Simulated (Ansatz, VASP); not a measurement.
# Cross-check of BaTiO3 between VASP and Ansatz

Wanted: the spread between two codes on one cell, functional and k mesh.

Calculated with Ansatz 0.2.0; plane waves, with VASP 6.6.1 beside it; single point at PBE.

The database entry behind the starting cell differs from later determinations by our own check (c/a about 0.6 % short), so it need not match the best structure at ambient conditions.

### 1. Set-up

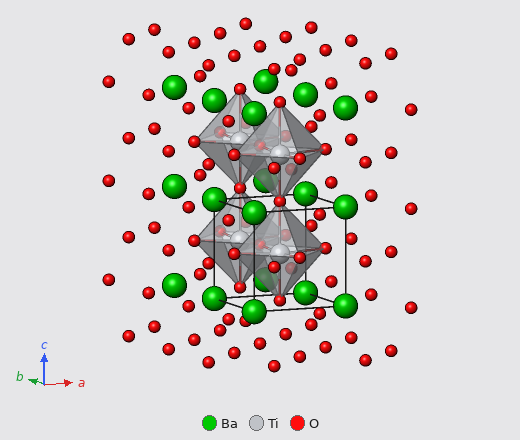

The starting structure, seen slightly off an axis (barium green, titanium light grey, oxygen red). 1×2×2 cells are drawn. Some periodic images of atoms are drawn too.

Coordinates:

```cif
data_structure
_symmetry_space_group_name_H-M 'P 1'
_symmetry_Int_Tables_number 1
_cell_length_a 3.9998
_cell_length_b 3.9998
_cell_length_c 4.0180
_cell_angle_alpha 90.000
_cell_angle_beta 90.000
_cell_angle_gamma 90.000
_cell_volume 64.28
loop_
_atom_site_label
_atom_site_type_symbol
_atom_site_fract_x
_atom_site_fract_y
_atom_site_fract_z
_atom_site_occupancy
Ba1 Ba 0.00000 0.00000 0.00000 1
Ti2 Ti 0.50000 0.50000 0.49000 1
O3 O 0.00000 0.50000 0.51700 1
O4 O 0.50000 0.00000 0.51700 1
O5 O 0.50000 0.50000 0.01900 1
```

### 2. VASP: single point, PBE

A single point gives forces, pressure and levels at one fixed geometry, so differences don't come from the geometry; what else differs is listed under the comparison.

Lines of VASP's logs that name or quote its potential files are left out, and so is its time.

INCAR

```
SYSTEM = BaTiO3
PREC = Accurate
ENCUT = 520
EDIFF = 1E-07
NELM = 100
ISMEAR = 0
SIGMA = 0.01
LREAL = .FALSE.
ALGO = Normal
GGA = PE
NBANDS = 26
LORBIT = 11
LWAVE = .FALSE.
LCHARG = .FALSE.
KPAR = 2
```

POSCAR

```
BaTiO3
1.0
    3.9998000000      0.0000000000      0.0000000000
    0.0000000000      3.9998000000      0.0000000000
    0.0000000000      0.0000000000      4.0180000000
Ba Ti O
1 1 3
Direct
    0.0000000000      0.0000000000      0.0000000000
    0.5000000000      0.5000000000      0.4900000000
    0.0000000000      0.5000000000      0.5170000000
    0.5000000000      0.0000000000      0.5170000000
    0.5000000000      0.5000000000      0.0190000000
```

KPOINTS

```
Automatic mesh
0
Gamma
5 5 5
0 0 0
```

Potentials, in the order of the species: Ba_sv, Ti_sv and O (PBE family, release 64).

Command:

```
$ mpirun -np 2 vasp_std
```

Numbers of over 12 decimals in the logs are rounded to 6 here.

Log:

```text
[banner, memory and clock lines left out]
running    2 mpi-ranks, on    1 nodes
 distrk:  each k-point on    1 cores,    2 groups
 distr:  one band on    1 cores,    1 groups

 POSCAR found type information on POSCAR BaTiO
 POSCAR found :  3 types and       5 ions
 LDA part: xc-table for (Slater+PW92), standard interpolation
 POSCAR, INCAR and KPOINTS ok, starting setup
 FFT: planning ... GRIDC
 FFT: planning ... GRID_SOFT
 FFT: planning ... GRID
 WAVECAR not read
 entering main loop
       N       E                     dE             d eps       ncg     rms          rms(c)
DAV:   1     0.451499801484E+03    0.45150E+03   -0.20915E+04   936   0.167E+03
DAV:   2     0.250378668896E+01   -0.44900E+03   -0.43487E+03  1080   0.461E+02
DAV:   3    -0.487255149544E+02   -0.51229E+02   -0.50601E+02  1364   0.144E+02
DAV:   4    -0.508183877143E+02   -0.20929E+01   -0.20899E+01  1328   0.266E+01
DAV:   5    -0.508925384150E+02   -0.74151E-01   -0.74110E-01  1302   0.371E+00    0.231E+01
DAV:   6    -0.401276950349E+02    0.10765E+02   -0.66322E+01  1384   0.718E+01    0.986E+00
DAV:   7    -0.401353787305E+02   -0.76837E-02   -0.11063E+01  1208   0.242E+01    0.662E+00
DAV:   8    -0.399671732568E+02    0.16821E+00   -0.80452E-01  1234   0.807E+00    0.325E+00
DAV:   9    -0.399964625041E+02   -0.29289E-01   -0.30806E-01  1284   0.454E+00    0.128E+00
DAV:  10    -0.399817032327E+02    0.14759E-01   -0.85382E-02  1166   0.315E+00    0.450E-01
DAV:  11    -0.399800380886E+02    0.16651E-02   -0.88531E-03  1258   0.692E-01    0.118E-01
DAV:  12    -0.399799761131E+02    0.61975E-04   -0.57051E-04  1178   0.170E-01    0.370E-02
DAV:  13    -0.399799448035E+02    0.31310E-04   -0.16733E-04  1092   0.137E-01    0.144E-02
DAV:  14    -0.399799448890E+02   -0.85542E-07   -0.40101E-05  1446   0.449E-02    0.898E-03
DAV:  15    -0.399799461864E+02   -0.12974E-05   -0.17548E-05  1404   0.372E-02    0.123E-02
DAV:  16    -0.399799446507E+02    0.15357E-05   -0.78913E-06  1278   0.284E-02    0.351E-03
DAV:  17    -0.399799446017E+02    0.49040E-07   -0.12397E-06  1158   0.119E-02    0.153E-03
DAV:  18    -0.399799445760E+02    0.25645E-07   -0.68442E-08   598   0.282E-03
   1 F= -.39979945E+02 E0= -.39979945E+02  d E =-.150523E-72
```

Parts of OUTCAR (step 2):

```text
ion  position               nearest neighbor table
   1  0.000  0.000  0.000-   3 2.79   4 2.79   3 2.79   4 2.79   5 2.83   5 2.83   5 2.83   5 2.83
                             4 2.88   3 2.88   4 2.88   3 2.88   2 3.45   2 3.45   2 3.45   2 3.45
   2  0.500  0.500  0.490-   5 1.89   4 2.00   3 2.00   4 2.00   3 2.00   5 2.13   1 3.45   1 3.45
                             1 3.45   1 3.45   1 3.49   1 3.49   1 3.49   1 3.49
   3  0.000  0.500  0.517-   2 2.00   2 2.00   1 2.79   1 2.79   1 2.88   1 2.88
   4  0.500  0.000  0.517-   2 2.00   2 2.00   1 2.79   1 2.79   1 2.88   1 2.88
   5  0.500  0.500  0.019-   2 1.89   2 2.13   1 2.83   1 2.83   1 2.83   1 2.83

  LATTYP: Found a simple tetragonal cell.
 ALAT       =     3.9998000000
 C/A-ratio  =     1.0045502275

 Subroutine GETGRP returns: Found  8 space group operations
 (whereof  8 operations were pure point group operations)

The static configuration has the point symmetry C_4v.

 Found     18 irreducible k-points:

   k-points           NKPTS =     18   k-points in BZ     NKDIM =     18   number of bands    NBANDS=     26

   dimension x,y,z NGX =    30 NGY =   30 NGZ =   30
   dimension x,y,z NGXF=    60 NGYF=   60 NGZF=   60

   ENCUT  =  520.0 eV  38.22 Ry    6.18 a.u.   7.44  7.44  7.47*2*pi/ulx,y,z

   NELECT =      40.0000    total number of electrons

 k-points in reciprocal lattice and weights: Automatic mesh
   0.00000000  0.00000000  0.00000000       0.008
   0.20000000  0.00000000  0.00000000       0.032
   0.40000000  0.00000000  0.00000000       0.032
   0.20000000  0.20000000  0.00000000       0.032
   0.40000000  0.20000000  0.00000000       0.064
   0.40000000  0.40000000  0.00000000       0.032
   0.00000000  0.00000000  0.20000000       0.016
   0.20000000  0.00000000  0.20000000       0.064
   0.40000000  0.00000000  0.20000000       0.064
[...]
0.40000000  0.20000000  0.40000000       0.128
   0.40000000  0.40000000  0.40000000       0.064

 average (electrostatic) potential at core
       1 -32.8633       2 -76.9262       3 -69.6540       4 -69.6540       5 -69.7679

 E-fermi :   3.8152

 k-point     1 :       0.0000    0.0000    0.0000
  band No.  band energies     occupation
    ...
     16       2.6198      2.00000
     17       2.7133      2.00000
     18       3.5417      2.00000
     19       3.5567      2.00000
     20       3.5567      2.00000
     21       5.6152      0.00000
     22       5.8315      0.00000
     23       5.8315      0.00000
     24       7.8116      0.00000
     25       7.9076      0.00000
    ...

 k-point     2 :       0.2000    0.0000    0.0000
  band No.  band energies     occupation
    ...
     16       2.3024      2.00000
     17       2.4356      2.00000
     18       2.8410      2.00000
     19       3.2721      2.00000
     20       3.3681      2.00000
     21       5.8713      0.00000
     22       6.3061      0.00000
     23       6.3387      0.00000
     24       7.8830      0.00000
     25       8.7161      0.00000
    ...

 k-point     3 :       0.4000    0.0000    0.0000
  band No.  band energies     occupation
    ...
     16       1.9833      2.00000
     17       2.0399      2.00000
     18       2.1745      2.00000
     19       2.9505      2.00000
     20       3.0518      2.00000
     21       5.9517      0.00000
     22       7.1906      0.00000
     23       7.2140      0.00000
     24       7.8763      0.00000
     25       9.5906      0.00000
    ...

  Total        1.5608184      1.5608184      1.9465607      0.0000000      0.0000000      0.0000000
  in kB       38.9024080     38.9024080     48.5167892      0.0000000      0.0000000      0.0000000
  external PRESSURE =      42.1072017 kB  Pullay stress =       0.0000000 kB

  energy-cutoff  :      520.00
  volume of cell :       64.28
      direct lattice vectors                 reciprocal lattice vectors
     3.999800000  0.000000000  0.000000000     0.250012501  0.000000000  0.000000000
     0.000000000  3.999800000  0.000000000     0.000000000  0.250012501  0.000000000
     0.000000000  0.000000000  4.018000000     0.000000000  0.000000000  0.248880040

 POSITION                                       TOTAL-FORCE (eV/Angst)
 -----------------------------------------------------------------------------------
      0.00000      0.00000      0.00000         0.000000      0.000000      0.074806
      1.99990      1.99990      1.96882         0.000000      0.000000     -0.128933
      0.00000      1.99990      2.07731        -0.000000      0.000000     -0.111353
      1.99990      0.00000      2.07731         0.000000      0.000000     -0.111353
      1.99990      1.99990      0.07634         0.000000     -0.000000      0.276833
 -----------------------------------------------------------------------------------
    total drift:                                0.000000      0.000000      0.000179

  FREE ENERGIE OF THE ION-ELECTRON SYSTEM (eV)
  ---------------------------------------------------
  free  energy   TOTEN  =       -39.9799445760 eV

  energy  without entropy=      -39.9799445760  energy(sigma->0) =      -39.97994458

 total charge
# of ion       s       p       d       tot
------------------------------------------
    1        2.008   5.652   0.330   7.991
    2        2.212   6.270   1.720  10.202
    3        1.564   3.468   0.000   5.032
    4        1.564   3.468   0.000   5.032
    5        1.566   3.468   0.000   5.035
--------------------------------------------------
tot          8.914  22.326   2.050  33.290

[... 3 further parts left out ...]
```

The run ends at a pressure of 4.21 GPa, with forces up to 0.28 eV/Å.

### 3. Ansatz: single point, PBE

Ansatz runs on its default PAW (the set named soft_2) files.

The same cell, functional, mesh and smearing now go to Ansatz, which takes its cutoff from its data sets.

input.yaml

```yaml
crystal:
  lattice:
    - [3.9998, 0.0, 0.0]
    - [0.0, 3.9998, 0.0]
    - [0.0, 0.0, 4.018]
  atoms:
    - { symbol: Ba, position: [0.0, 0.0, 0.0] }
    - { symbol: Ti, position: [0.5, 0.5, 0.49] }
    - { symbol: O, position: [0.0, 0.5, 0.517] }
    - { symbol: O, position: [0.5, 0.0, 0.517] }
    - { symbol: O, position: [0.5, 0.5, 0.019] }
hamiltonian:
  xc: pbe
  pseudopotentials: { kind: paw }
kpoints:
  mp_grid: { grid: [5, 5, 5] }
scf:
  occupations: { method: gaussian, width: 0.01 }
  n_extra_bands: 5
output:
  forces: true
  stress: true
  eigenvalues: true
```

Command:

```
$ ansatz run input.yaml --threads 2 --pin off --max-ram 4608MiB --backend cpu --events-out ev --progress --plain --runs-dir out
```

Log:

```text
scf.n_extra_bands = 5 over 20 filled bands (N_el = 40.0): the run solves 25 bands
Engine: ansatz 0.2.0, aarch64-unknown-linux-gnu
Pseudopotentials: kind: paw
Pseudopotential: Ba, paw, valence charge 10, recommended cutoff 420 eV (normal), Ba.paw.azcp
Pseudopotential: Ti, paw, valence charge 12, recommended cutoff 420 eV (normal), Ti.paw.azcp
Pseudopotential: O, paw, valence charge 6, recommended cutoff 420 eV (normal), O.paw.azcp
Functional definition: PBE
  parameter kappa = 0.804
  parameter beta = 0.066725
  exchange = pbe_x(kappa = kappa, mu = beta*pi^2/3)
  correlation = pbe_c(beta = beta)
Crystal: 5 atoms, lattice volume = 64.282 Å³
Basis set: ecut = 420 eV, 1237 PW (Γ), exchange–correlation on 54×54×54 points (8 copies of the dense FFT grid, shifted against one another)
Bands: 25, of which v1, the nominal top of the filled ones, is band 20 counted from 1 (19 counted from 0)
Symmetry: 8 space group operations
Space group: P4mm (ITA 99), of the structure as read, at distance tolerance 4.0e-5 Å
k-points: 18 of 125 (time reversal used)
Non-local potential: Ba, projectors of the file, l = 0: 3, l = 1: 2, l = 2: 2, l = 3: 2
Non-local potential: Ti, projectors of the file, l = 0: 3, l = 1: 2, l = 2: 3, l = 3: 1
Non-local potential: O, projectors of the file, l = 0: 2, l = 1: 2, l = 2: 1
PAW form: soft (Blöchl's): semilocal exchange-correlation on the pseudo side does not see the compensation charge
PAW one-centre angular grid: Ba, 194 points (default); XC on 64 Gauss nodes
PAW one-centre angular grid: Ti, 590 points (default); XC on 64 Gauss nodes
PAW one-centre angular grid: O, 110 points (default); XC on 64 Gauss nodes
Initial density: superposition of atomic densities (neutral atoms: chi_scale 0, normalization atom), corrected by the library's trained network
Initial wavefunctions: pseudopotential atomic-orbital guess
Functional: x = pbe(κ = 0.804, μ = 0.219515), c = pbe(β = 0.066725)
SCF iter   1: F=—  HF=-10159.576503 eV  |F-HF|=—  |Δ(HF+E_count)|=         —  Δρ=1.54e-3  dr2=8.92e-4  ethr=1.77e-3  ⟨swp⟩=6.1  Hψ=2248  notcnv=0
preconditioner: auto → Resta (q_TF=auto, 2.521 Å⁻¹)  ε∞=5.9  [insulator: Δε(μ)=1.975 eV  Ē_g=11.890 eV  σ=0.010 eV  W_gap=1.00  n_scr=18 (ndim 8)  ℏωp=26.2 eV  f_vac=0.000  D(μ)=0.00/eV (n_scr^D=0)  ε∞_Penn≈5.9]
SCF iter   2: F=—  HF=-10159.576828 eV  |F-HF|=—  |Δ(HF+E_count)|=   3.24e-4  Δρ=7.50e-4  dr2=2.29e-4  ethr=2.23e-6  ⟨swp⟩=2.1  Hψ=1022  notcnv=0  defer=17
SCF iter   3: F=—  HF=-10159.576974 eV  |F-HF|=—  |Δ(HF+E_count)|=   1.46e-4  Δρ=1.05e-4  dr2=1.26e-5  ethr=5.74e-7  ⟨swp⟩=2.2  Hψ=629  notcnv=0  defer=17
SCF iter   4: F=—  HF=-10159.576241 eV  |F-HF|=—  |Δ(HF+E_count)|=   7.33e-4  Δρ=5.47e-5  dr2=2.24e-6  ethr=3.16e-8  ⟨swp⟩=2.0  Hψ=838  notcnv=0  defer=17
SCF iter   5: F=—  HF=-10159.576241 eV  |F-HF|=—  |Δ(HF+E_count)|=   1.18e-7  Δρ=1.70e-5  dr2=1.03e-7  ethr=5.59e-9  ⟨swp⟩=2.4  Hψ=713  notcnv=0  defer=17
SCF iter   6: F=-10159.576241 eV  HF=-10159.576241 eV  |F-HF|=1.10e-9  |Δ(HF+E_count)|=   4.26e-8  Δρ=3.74e-6  dr2=5.54e-9  ethr=2.50e-10  ⟨swp⟩=8.1  Hψ=2091  notcnv=0
SCF 1 converged in 6 iterations: F = -10159.576241 eV  dr2 = 5.54e-9
  greatest PAW one-centre occupation: 0.999 electrons in one spin orbital (limit 2), on the Ti atom at site 1 (counted from 0), in its partial waves of l = 0
SCF converged after 6 iterations
Free energy (F): -10159.576241 eV
Harris-Foulkes:  -10159.576241 eV  (|F-HF|=1.10e-9)
Internal energy: -10159.576241 eV  (E = F + TS)
E sigma→0 (E₀):  -10159.576241 eV
Fermi energy:    11.141399 eV
--- Per-component energies (eV) ---
  E_band       = -141.299431
  E_kinetic    = 970.193813
  E_local      = -2101.858393  (includes V_loc(G=0)·N_el)
  E_nonlocal   = 203.553194
  E_hartree    = 820.997626
  E_xc         = -491.545462
  E_vxc        = -546.243144  (∫ρ·V_xc dr)
  E_paw        = -6744.546495  (= ΣΔE_a)
  E_vpaw       = -308.948231  (= ΣTr[D̂ρ^β])
  E_aug_tail   = 0.007416  (compensation charges beyond the density's cutoff)
  E_ewald      = -2816.377938
  E_smearing   = -0.000000  (= −TS)
  E_closure    = 0.000000  (closes the sum)
  Σ components = -10159.576241   (vs F -10159.576241, Δ=0.00e0)
--- Forces (eV/Å), atoms counted from 1 ---
  atom   1  Ba     0.00000000     0.00000000     0.04126937
  atom   2  Ti    -0.00000000     0.00000000    -0.16642684
  atom   3  O     -0.00000000    -0.00000000    -0.09577010
  atom   4  O     -0.00000000     0.00000000    -0.09577010
  atom   5  O      0.00000000     0.00000000     0.31669484
  max |Σ_I F_I| component: 2.82e-6 eV/Å
--- Stress (GPa, compression-positive) ---
        2.126418       0.000000       0.000000
        0.000000       2.126418       0.000000
        0.000000       0.000000       3.026624
  P = ⅓ Tr σ = 2.4265 GPa (24.265 kbar)
--- Band table (eV; the first three rows and the last of 18) ---
  k-point 0: bands = [... 16 lower, 9.1491, 10.0360, 10.0503, 10.0503, 12.1370, 12.3482, 12.3482, 14.3294, ... 1 higher]
  k-point 1: bands = [... 16 lower, 8.8645, 9.3128, 9.8917, 9.8917, 12.1798, 12.9375, 12.9375, 14.3285, ... 1 higher]
  k-point 2: bands = [... 16 lower, 8.4713, 8.5189, 9.6715, 9.6715, 12.2515, 13.7600, 13.7600, 14.3292, ... 1 higher]
  k-point 17: bands = [... 16 lower, 7.9169, 9.9810, 10.0150, 10.1421, 14.3183, 14.3310, 14.3463, 17.1506, ... 1 higher]
```

The job ended after 2 s (2 threads of Arm Neoverse V2, shared host; peak memory 0.34 GiB; 3.4 s of CPU time).

In the SCF lines HF is the Harris–Foulkes energy and dr2 the Hartree energy of the density residual, in eV; the loop may stop once dr2 is under the threshold and the program's other checks hold. Hψ counts applications of the Hamiltonian.

The run ends at a pressure of 2.43 GPa, with forces up to 0.32 eV/Å.

### 4. Differences

Known differences besides the PAW data sets themselves: the cutoff is 420 eV in Ansatz and 520 eV in VASP; VASP leaves aspherical gradient terms in its spheres out (LASPH is not set), Ansatz keeps them. Total energies have different zeros and are not compared.

The two programs side by side:

| quantity | Ansatz | VASP | difference |
| --- | --- | --- | --- |
| pressure (GPa) | 2.43 | 4.21 | -1.78 |
| gap on the k mesh (eV) | 1.991 | 1.926 | +0.065 |

Forces (eV/Å; atoms numbered as in POSCAR):

| atom | Ansatz x, y, z | VASP x, y, z |
| --- | --- | --- |
| Ba1 | 0.000, 0.000, 0.041 | 0.000, 0.000, 0.075 |
| Ti2 | 0.000, 0.000, -0.166 | 0.000, 0.000, -0.129 |
| O3 | 0.000, 0.000, -0.096 | 0.000, 0.000, -0.111 |
| O4 | 0.000, 0.000, -0.096 | 0.000, 0.000, -0.111 |
| O5 | 0.000, 0.000, 0.317 | 0.000, 0.000, 0.277 |

The forces differ by 18 meV/Å r.m.s., which is 19.3 % of the r.m.s. force of 0.09 eV/Å (both taken over all components). Ansatz's pressure holds a Pulay correction of 0.55 GPa; VASP's holds none.

### 5. Looking for the cause

The difference is large enough to ask for its cause, so further runs change the set-up of one program at a time, as the table lists.

| run | r.m.s. force difference (meV/Å) |
| --- | --- |
| as above | 18 |
| Ansatz's all-electron LAPW method | 18 |
| Ansatz's larger PAW set (cutoff 910 eV) | 18 |
| norm-conserving potentials (cutoff 1240 eV) | 16 |

### 6. Summary of results

```
r.m.s. force difference (single point, PBE)         : 18 meV/Å
difference in pressure (single point, PBE)          : -1.8 GPa
difference in gap on the k mesh (single point, PBE) : 0.065 eV
```

**Reading.** The difference in pressure is -1.8 GPa (single point, PBE), beyond the 1 GPa picked in this series as the mark of a large difference. Also far apart in the single point, PBE pair: the difference in pressure, -1.8 GPa. For single point, PBE: no further run halves the r.m.s. force difference; only Ansatz's side was varied, and Ansatz's runs with other potentials lie closer to each other than to VASP, which for this quantity points to VASP's side; this was not tested here. The all-electron run, which needs no data set, lies 18 meV/Å from VASP, against 18 for Ansatz's PAW result. How closely two codes agree says nothing of how well the functional describes the real material.

[Lines on the potential files, build, host, timing and source positions are cut from VASP's logs without a mark.]

[Logs are printed without paths, hosts, clocks, repeated set-up lines and the standing remarks that a program may print on its own settings, such as how far it seeks lower states.]

[Hosts, paths, dates, database ids (printed as entryN), source tags and the programs' standing remarks are cut or masked in the printed files.]
